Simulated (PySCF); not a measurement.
```xyz
2

B     0.0000    0.0000   -1.6574
Ir    0.0000    0.0000    0.0946
```

Level of theory: PySCF 2.14.0, PBE0/x2c-TZVPPall, spin-free X2C-1e, Gaussian nucleus, at a bond length of 1.752 Å.

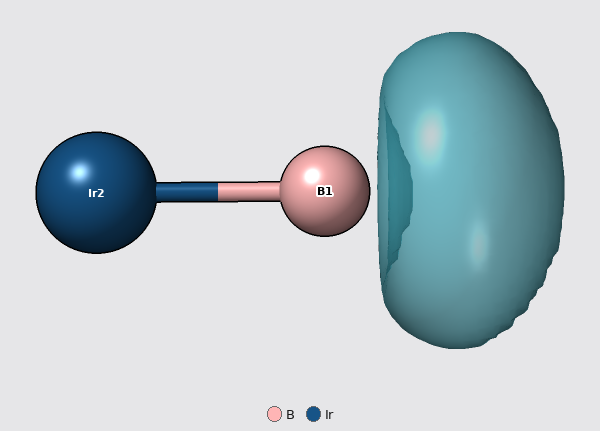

BIr (triplet). Isosurface of the electron localisation function at 0.9 (cyan), seen from one side. Core shells and regions of very low density are left out.

Identify the bonds, lone pairs and shells in this picture.

Answer. At this value the surface marks out one lobe on B, pointing away from the bonds (non-bonding electrons).

Values along the shortest contacts:
B–Ir (1.75 Å): the ELF peaks at about 0.70 in the valence shell of B, 0.7 Å from its nucleus, and is about 0.50 at the midpoint.
